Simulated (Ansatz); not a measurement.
# Hypothetical CdI2 type SiO2, response to strain

The parent structure is SiO₂ in the CdI2 type structure (space group P-3m1, No. 164; a = 2.6703 Å, c = 4.5421 Å; a hypothetical phase, not in the database extracts checked; layered, stacked along the Cartesian z axis).

Strains are applied to the cell and any free atomic positions relax.

Computed with r2SCAN+rVV10 (Ansatz, a program for electronic structure, PAW, no SOC).

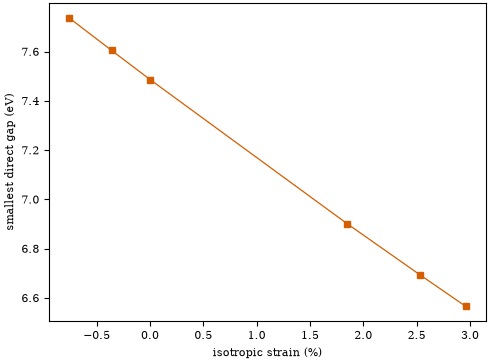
*Smallest direct gap against isotropic strain*

**Question.** From the plot, what is the smallest direct gap for isotropic strain −0.76 %?

**Answer.** About 7.74 eV.

**Question.** Is the trend monotonic over the range shown?

**Answer.** Yes, it falls throughout, spanning 6.57 eV to 7.74 eV.

Whether these cells are dynamically stable was not tested.
